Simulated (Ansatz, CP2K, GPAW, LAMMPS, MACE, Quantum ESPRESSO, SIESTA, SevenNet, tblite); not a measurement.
## Quantum ESPRESSO on glassy 70P2O5-10Al2O3-20CaO (mol %) (58 atoms): settings compared

How far do other settings of Quantum ESPRESSO move the forces in glassy 70P2O5-10Al2O3-20CaO (mol %) (58 atoms)? One run of the same program serves as the yardstick.

Calculated with Quantum ESPRESSO 7.5; the method is named at each step.

## Step 1: Starting point

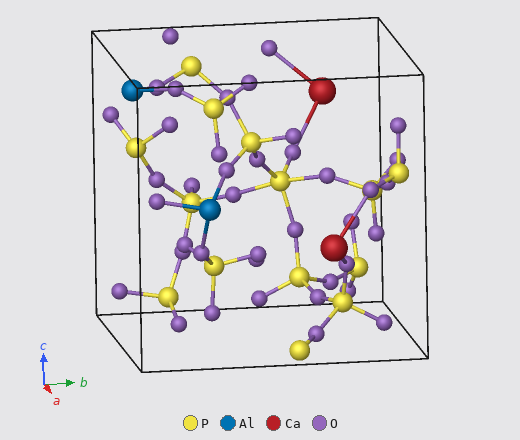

Start, viewed slightly off an axis; phosphorus yellow, aluminium blue, calcium red, oxygen purple. Bonds to atoms that aren't drawn are left out.

The cell holds 58 atoms: 14 P, 2 Al, 2 Ca and 40 O. Cell: a = 9.332 Å, b = 9.332 Å, c = 9.332 Å, α = 90.0°, β = 90.0°, γ = 90.0°. 58 atoms (14 P, 2 Al, 2 Ca, 40 O) placed at random at 2.49 g/cm³, melted at 4000 K for 10 ps at fixed volume with the Morse and Coulomb pair potential with partial charges (Pedone, Malavasi, Menziani, Cormack and Segre, J. Phys. Chem. B 110, 11780 (2006)). Quenched from 4000 K to 300 K at 5 K/ps and fixed volume, held 10 ps at zero pressure.

The yardstick, on the same geometry:

- method: Kohn-Sham DFT, PBE, SSSP efficiency 1.3.0 pseudopotentials, plane waves (Quantum ESPRESSO 7.5); sssp-pbe-1.3.0-efficiency, cutoffs 60/480 Ry, Γ point
- r.m.s. force component: 1.709 eV/Å
- longest force: 7.441 eV/Å
- pressure: 2.23 GPa
- gap (highest filled to lowest empty level): 0.7053 eV
- time: 2.3 min on 2 MPI ranks of Arm Neoverse V2, shared host
- CPU time: 4.6 min

## Step 2: PBE, sssp-1.3.0-efficiency, 35/280 Ry

Method: Kohn-Sham DFT, PBE, SSSP efficiency 1.3.0 pseudopotentials, plane waves.

Input file pw.in:

```
&control
  calculation = 'scf'
  pseudo_dir = './pseudo'
  outdir = './tmp'
  disk_io = 'none'
  tprnfor = .true.
  tstress = .true.
/
&system
  ibrav = 0
  nat = 58
  ntyp = 4
  ecutwfc = 35
  ecutrho = 280
  nosym = .true.
  occupations = 'smearing'
  smearing = 'fd'
  degauss = 0.003675
/
&electrons
  conv_thr = 2.9e-07
  electron_maxstep = 100
  mixing_beta = 0.4
  mixing_mode = 'plain'
  diagonalization = 'david'
/
ATOMIC_SPECIES
P 30.974 P.upf
Al 26.982 Al.upf
Ca 40.078 Ca.upf
O 15.999 O.upf
CELL_PARAMETERS angstrom
9.33176 0.00000 0.00000
0.00000 9.33176 0.00000
0.00000 0.00000 9.33176
ATOMIC_POSITIONS crystal
P 0.96134 0.55846 0.04248
P 0.24478 0.21348 0.10247
P 0.97842 0.26931 0.91185
P 0.51680 0.88921 0.50080
P 0.37160 0.59155 0.51858
P 0.18058 0.88720 0.16270
P 0.61773 0.45439 0.71143
P 0.71760 0.74869 0.15446
P 0.82040 0.93661 0.62034
P 0.62786 0.31576 0.28471
P 0.40671 0.64716 0.18509
P 0.19021 0.30966 0.41895
P 0.30055 0.10087 0.64485
P 0.54101 0.26140 0.97283
Al 0.87619 0.26608 0.53491
Al 0.76979 0.01924 0.94584
Ca 0.99418 0.67923 0.40411
Ca 0.10145 0.78530 0.77238
O 0.38503 0.20722 0.73796
O 0.89277 0.15088 0.96976
O 0.23967 0.65711 0.59035
O 0.03573 0.33470 0.44682
O 0.49734 0.90377 0.34516
O 0.61998 0.30738 0.11756
O 0.77677 0.75564 0.30065
O 0.20876 0.27168 0.25320
O 0.48006 0.49496 0.62217
O 0.38311 0.63878 0.34720
O 0.91650 0.40429 0.98356
O 0.80535 0.93880 0.78514
O 0.29758 0.77227 0.14018
O 0.05324 0.60944 0.92200
O 0.93337 0.81951 0.58979
O 0.04425 0.55440 0.18074
O 0.12770 0.25425 0.99561
O 0.82578 0.63799 0.06990
O 0.06702 0.86837 0.05817
O 0.87640 0.08161 0.57259
O 0.28259 0.44047 0.46039
O 0.57681 0.38030 0.86418
O 0.98766 0.28449 0.75234
O 0.47333 0.73991 0.55125
O 0.72809 0.89058 0.07777
O 0.71755 0.35106 0.63761
O 0.19621 0.03099 0.74429
O 0.62481 0.47060 0.31782
O 0.69910 0.58935 0.74336
O 0.39406 0.22579 0.03698
O 0.49794 0.23505 0.33714
O 0.23678 0.18108 0.51593
O 0.75877 0.25198 0.35937
O 0.41741 0.99489 0.58302
O 0.56325 0.68660 0.14404
O 0.23639 0.04503 0.12980
O 0.61870 0.12821 0.91997
O 0.36657 0.51244 0.10788
O 0.13108 0.87472 0.31401
O 0.66763 0.91954 0.55755
K_POINTS gamma
```

Run with:

```console
> OMP_NUM_THREADS=1 mpirun -np 2 pw.x -in pw.in > output.txt
```

Output:

```text
Program PWSCF
     gamma-point specific algorithms are used
     Parallelization info
     sticks:   dense  smooth     PW     G-vecs:    dense   smooth      PW
     Min        3458    1727    433               216887    76701    9605
     Max        3459    1730    436               216890    76710    9608
     Sum        6917    3457    869               433777   153411   19213
     bravais-lattice index     =            0
     lattice parameter (alat)  =      17.6345  a.u.
     unit-cell volume          =    5483.8717 (a.u.)^3
     number of atoms/cell      =           58
     number of atomic types    =            4
     number of electrons       =       336.00
     number of Kohn-Sham states=          202
     kinetic-energy cutoff     =      35.0000  Ry
     charge density cutoff     =     280.0000  Ry
     scf convergence threshold =      2.9E-07
     mixing beta               =       0.4000
     number of iterations used =            8  plain     mixing
     Exchange-correlation= SLA  PW   PBX  PBC
                           (   1   4   3   4   0   0   0)
     crystal axes: (cart. coord. in units of alat)
               a(1) = (   1.000000   0.000000   0.000000 )
               a(2) = (   0.000000   1.000000   0.000000 )
               a(3) = (   0.000000   0.000000   1.000000 )
     reciprocal axes: (cart. coord. in units 2 pi/alat)
               b(1) = (  1.000000  0.000000  0.000000 )
               b(2) = (  0.000000  1.000000  0.000000 )
               b(3) = (  0.000000  0.000000  1.000000 )
     PseudoPot. # 1 for P :
     Pseudo is Ultrasoft + core correction, Zval =  5.0
     PseudoPot. # 2 for Al:
     Pseudo is Projector augmented-wave + core cor, Zval =  3.0
     PseudoPot. # 3 for Ca:
     Pseudo is Ultrasoft + core correction, Zval = 10.0
     PseudoPot. # 4 for O :
     Pseudo is Projector augmented-wave + core cor, Zval =  6.0
     atomic species   valence    mass     pseudopotential
     P                 5.00    30.97400     P ( 1.00)
     Al                3.00    26.98200     Al( 1.00)
     Ca               10.00    40.07800     Ca( 1.00)
     O                 6.00    15.99900     O ( 1.00)
     No symmetry found
   Cartesian axes
     number of k points=     1  Fermi-Dirac smearing, width (Ry)=  0.0037
                       cart. coord. in units 2pi/alat
        k(    1) = (   0.0000000   0.0000000   0.0000000), wk =   2.0000000
     Dense  grid:   216889 G-vectors     FFT dimensions: (  96,  96,  96)
     Smooth grid:    76706 G-vectors     FFT dimensions: (  72,  72,  72)
     Check: negative core charge=   -0.000003
     Initial potential from superposition of free atoms
     starting charge     335.9822, renormalised to     336.0000
     Starting wfcs are  244 randomized atomic wfcs
     Self-consistent Calculation
     iteration #  1     ecut=    35.00 Ry     beta= 0.40
     total energy              =   -2090.85736236 Ry
     estimated scf accuracy    <      15.03075776 Ry
     iteration #  2     ecut=    35.00 Ry     beta= 0.40
     total energy              =   -2094.28743028 Ry
     estimated scf accuracy    <       0.69737208 Ry
     iteration #  3     ecut=    35.00 Ry     beta= 0.40
     total energy              =   -2094.33650773 Ry
     estimated scf accuracy    <       0.21912085 Ry
     iteration #  4     ecut=    35.00 Ry     beta= 0.40
     total energy              =   -2094.35363839 Ry
     estimated scf accuracy    <       0.03578957 Ry
     iteration #  5     ecut=    35.00 Ry     beta= 0.40
     total energy              =   -2094.35471557 Ry
     estimated scf accuracy    <       0.00637001 Ry
     iteration #  6     ecut=    35.00 Ry     beta= 0.40
     total energy              =   -2094.35527205 Ry
     estimated scf accuracy    <       0.00063045 Ry
     iteration #  7     ecut=    35.00 Ry     beta= 0.40
     total energy              =   -2094.35545816 Ry
     estimated scf accuracy    <       0.00023489 Ry
     iteration #  8     ecut=    35.00 Ry     beta= 0.40
     total energy              =   -2094.35550135 Ry
     estimated scf accuracy    <       0.00000985 Ry
     iteration #  9     ecut=    35.00 Ry     beta= 0.40
     total energy              =   -2094.35550345 Ry
     estimated scf accuracy    <       0.00000752 Ry
     iteration # 10     ecut=    35.00 Ry     beta= 0.40
     total energy              =   -2094.35550463 Ry
     estimated scf accuracy    <       0.00000037 Ry
     iteration # 11     ecut=    35.00 Ry     beta= 0.40
     total energy              =   -2094.35550478 Ry
     estimated scf accuracy    <       0.00000036 Ry
     iteration # 12     ecut=    35.00 Ry     beta= 0.40
     End of self-consistent calculation
          k = 0.0000 0.0000 0.0000 (  9607 PWs)   bands (ev):
   -36.1505 -36.0097 -21.5691 -20.5963 -20.3361 -19.8074 -19.6694 -19.5998
   -19.1971 -19.1459 -18.8386 -18.7934 -18.5847 -18.4240 -18.0570 -18.0048
   -17.8107 -17.6266 -17.5555 -17.4095 -17.3085 -17.2533 -17.2197 -17.2050
   -17.1068 -17.0749 -17.0609 -16.9884 -16.8426 -16.6551 -16.2269 -16.0519
   -15.9222 -15.7284 -15.6025 -15.5563 -15.4372 -15.3546 -15.1807 -14.9273
   -14.8170 -14.4978 -14.3925 -14.2889 -13.8997 -13.4690 -12.9637 -12.2462
   -12.0547 -10.6467 -10.0058  -9.6540  -9.5946  -9.1135  -9.0215  -8.5623
    -8.2228  -7.9663  -7.4857  -7.3327  -6.8263  -6.6487  -6.6202  -6.5071
    -6.1812  -5.9566  -5.3235  -5.0069  -4.9156  -4.7451  -4.5325  -3.9980
    -3.7857  -3.6623  -3.5867  -3.4813  -3.3919  -3.3666  -3.1762  -3.0129
    -2.9560  -2.8950  -2.7855  -2.7196  -2.6330  -2.4696  -2.3971  -2.3434
    -2.2853  -2.2489  -2.1875  -2.1374  -2.0350  -1.9219  -1.8616  -1.7952
[...]
2.8365   3.0701   3.1223   3.2090   3.4397   3.9686   4.3845   4.8693
     5.5653   6.6136   7.3671   7.7894   7.9822   8.1922   8.4593   8.5509
     8.6832   8.8492   8.9498   9.0405   9.1496   9.2357   9.2591   9.4412
     9.5093   9.6052   9.6626   9.8133   9.8986   9.9610  10.0702  10.1326
    10.2255  10.2452  10.3386  10.5000  10.5551  10.6716  10.7641  10.8558
    10.8973  10.9203
     the Fermi energy is     5.2173 ev
!    total energy              =   -2094.35550485 Ry
     estimated scf accuracy    <       0.00000001 Ry
     smearing contrib. (-TS)   =      -0.00011096 Ry
     internal energy E=F+TS    =   -2094.35539390 Ry
     The total energy is F=E-TS. E is the sum of the following terms:
     one-electron contribution =   -1032.17305953 Ry
     hartree contribution      =     679.66059392 Ry
     xc contribution           =    -394.67011694 Ry
     ewald contribution        =    -897.70354966 Ry
     one-center paw contrib.   =    -449.46926168 Ry
     convergence has been achieved in  12 iterations
     Forces acting on atoms (cartesian axes, Ry/au):
     atom    1 type  1   force =     0.18441212   -0.00605632    0.01014040
     atom    2 type  1   force =    -0.02605896   -0.15897575    0.04281915
     atom    3 type  1   force =     0.00222516    0.07677545   -0.10064652
     atom    4 type  1   force =    -0.10426431   -0.01609146   -0.13431790
     atom    5 type  1   force =     0.03736761    0.06563505    0.01621359
     atom    6 type  1   force =    -0.08189670   -0.01057004    0.08783774
     atom    7 type  1   force =     0.11731624    0.11986029   -0.03202959
     atom    8 type  1   force =     0.08424532   -0.01523075    0.04157484
     atom    9 type  1   force =     0.07502412    0.01040354    0.04441570
     atom   10 type  1   force =    -0.10729816    0.00619236    0.20648061
     atom   11 type  1   force =    -0.06584572   -0.10877806   -0.03287678
     atom   12 type  1   force =     0.14629027    0.03660726    0.06054992
[...]
atom   54 type  4   force =     0.06959765    0.12161065   -0.01993589
     atom   55 type  4   force =    -0.05365638   -0.01100878    0.00410695
     atom   56 type  4   force =     0.00802655    0.03319710   -0.00032193
     atom   57 type  4   force =    -0.00223299    0.00178141    0.06638047
     atom   58 type  4   force =     0.05723117   -0.00096170    0.02488076
     Total force =     0.879895     Total SCF correction =     0.000219
     Computing stress (Cartesian axis) and pressure
          total   stress  (Ry/bohr**3)                   (kbar)     P=      -90.66
  -0.00055597   0.00007070  -0.00004760          -81.79       10.40       -7.00
   0.00007070  -0.00053235   0.00002646           10.40      -78.31        3.89
  -0.00004760   0.00002646  -0.00076059           -7.00        3.89     -111.89
     Message from routine punch:
     Nothing written, as per user request (disk_io='none')
```

The job ended after 68 s (2 MPI ranks of Arm Neoverse V2, shared host; peak memory 1.1 GiB; 2.3 min of CPU time).

Banners, paths, timers and routine set-up lines are dropped from the logs unmarked, and long logs keep their key lines alone; longer cuts are marked.

Compared with the plane-wave run:

```yaml
r_m_s_force_component: 1.715 eV/Å
r_m_s_difference_of_force_components: 18.86 meV/Å
longest_difference_of_force_vectors: 80.06 meV/Å
force_difference_over_r_m_s_force: 1.103 %
slope_of_forces_against_the_reference_s: 1.003
correlation_of_force_components: 0.9999
spacing_of_highest_filled_and_lowest_empty_level: 0.696 eV
gap_difference: -0.0093 eV
pressure: -9.066 GPa
pressure_difference: -11.3 GPa
energy_less_the_same_level_run_s: 143.8 meV/atom
r_m_s_force_difference_from_the_same_level_run: 18.86 meV/Å
```

This is a coarse setting, run to see what it loses.

Length of the force difference by element (eV/Å):

```
element  atoms    mean    most
     Al      2  0.0042  0.0048
     Ca      2  0.0017  0.0026
      O     40   0.035   0.080
      P     14   0.012   0.024
```

Levels nearest the highest filled one (eV from it): -2.26, -2.21, -2.10, -2.07, -2.03, -1.80, -1.75, -1.66, -1.43, -0.90, -0.48, 0.00, 0.70, 1.74, 2.50, 2.92, 3.11, 3.32, 3.59, 3.68, 3.81, 3.98, 4.08, 4.17.

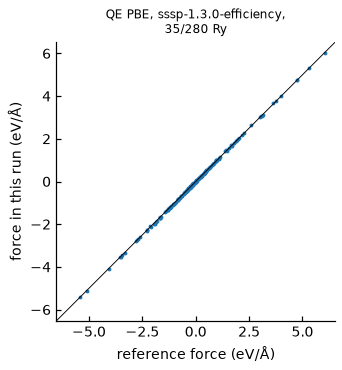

Force components against those of the reference; the line marks equality.

The surroundings of P13, which bears the longest force, nearest first, numbered as they follow in the input and with coordinates relative to it.

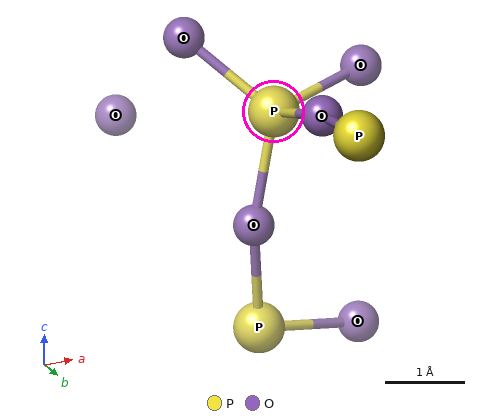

The atoms of the table, within 3.6 Å (arrows a, b, c point along x, y, z); some may hide others; the central atom is ringed.

```
atom      x      y      z  distance (Å)  bonds     Fx     Fy  Fz (eV/Å)
 P13   0.00   0.00   0.00          0.00      4   4.01   1.70       6.03
 O45  -0.97  -0.65   0.93          1.49      2  -1.71  -2.32      -0.85
 O19   0.79   0.99   0.87          1.54      1  -0.40  -0.07      -1.27
 O50  -0.60   0.75  -1.20          1.54      2  -1.67   0.67      -3.54
 O52   1.09  -0.99  -0.58          1.58      2  -0.43  -0.03       0.43
 P12  -1.03   1.95  -2.11          3.05      4   3.76   0.94       1.56
  P4   2.02  -1.98  -1.34          3.13      4  -2.68  -0.41      -3.45
 O41  -2.92   1.71   1.00          3.53      1   0.43   0.01       0.15
 O39  -0.17   3.17  -1.72          3.61      2  -1.06  -1.89      -0.83
```

Forces lie 1.1 % from the reference's, at 0.49 times its CPU time.

The difference per atom is largest on O (0.035 eV/Å on average, against 0.012 on P).

Within one program, basis, potentials and functional, energies share a zero. Each run against its twin at the usual cutoff or grid and solver:

```
                                     run                              twin  Δ energy (meV/atom)  Δ force, r.m.s. (meV/Å)  CPU time over the twin's
QE PBE, sssp-1.3.0-efficiency, 35/280 Ry  sssp-1.3.0-efficiency, 60/480 Ry                  144                     18.9                      0.49
```

## Step 3: Results

```json
{
  "force difference from the reference": "QE PBE, sssp-1.3.0-efficiency, 35/280 Ry (coarse), 1.1 %",
  "its CPU time": "2.3 min"
}
```

What this shows: Runs with settings chosen to be coarse differ by 1.1 % (QE PBE, sssp-1.3.0-efficiency, 35/280 Ry). One electronic-structure run takes under half the reference's CPU time: QE PBE, sssp-1.3.0-efficiency, 35/280 Ry, at 1.1 % in 2.3 min against 4.6 min; its pressure misses by -11.3 GPa. PBE gaps agree with the reference's 0.705 eV within 0.010 eV. In pressure, QE PBE, sssp-1.3.0-efficiency, 35/280 Ry misses by -11.3 GPa, at the same functional; a cutoff this low leaves a large Pulay stress. The reference's pressure holds the uncorrected Pulay stress of its 60 Ry basis, so small pressure differences, and their order, may be the reference's own error. The quench rate of 5 K/ps is many orders above laboratory rates, so the cell is likely richer in defects and strain than a real sample. The network of bonds at the start is that of the classical potential that made the cell, and needn't be the one that DFT or experiment would give. The reference's stress is far from hydrostatic: its diagonal is 3.1, 3.5, 0.1 GPa, compression counted positive. The electronic-structure runs sample only Γ, in a cell whose shortest periodic width is 9 Å.

[Also dropped from logs without a mark: logging warnings of Python, and SIESTA's first energy breakdown and zero terms.]

[Logs are printed without paths, hosts, clocks, repeated set-up lines and the standing remarks that a program may print on its own settings, such as how far it seeks lower states.]

[Hosts, paths, dates, database ids (printed as entryN), source tags and the programs' standing remarks are cut or masked in the printed files.]
